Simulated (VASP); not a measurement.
Band structure of Ni (fcc). Calculation: r2SCAN+rVV10, VASP's PBE PAW potentials (set 64) (plane waves; VASP).

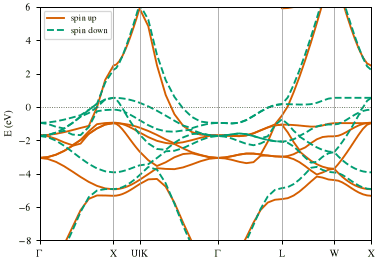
Figure: Bands along high-symmetry lines, zero at the valence-band maximum or, without a gap, the Fermi level

**Question.** Read the plot: is there a gap, and where are the band edges?

**Answer.** It has no gap at this level: it comes out as a metal or semimetal.

The compound is Ni in the fcc structure. It was relaxed first.
